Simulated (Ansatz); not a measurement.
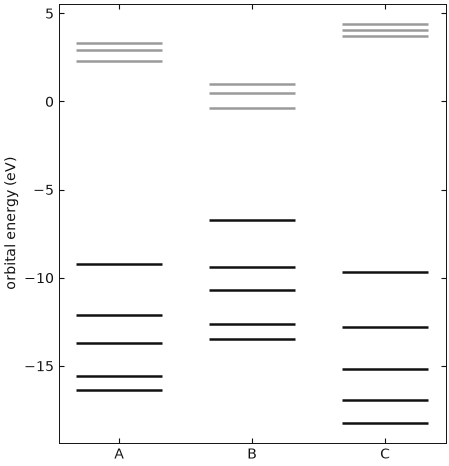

Frontier orbital energies of C₂H₃N, SMILES C=C=N at one geometry, def2-TZVPP, the Ansatz code, at a PBE0-D4/def2-TZVP geometry (a minimum by its frequencies). Empty levels are grey, levels within 0.1 eV stand side by side; all columns show the same few orbitals around the gap.

The columns come from B3LYP, HF and ωB97X-V. Which is which?

A: ωB97X-V (HOMO −9.25, LUMO 2.27, separation 11.52 eV)
B: B3LYP (HOMO −6.73, LUMO −0.36, separation 6.36 eV)
C: HF (HOMO −9.69, LUMO 3.72, separation 13.41 eV)

Limits of at least one run: empty levels above zero depend strongly on the basis.
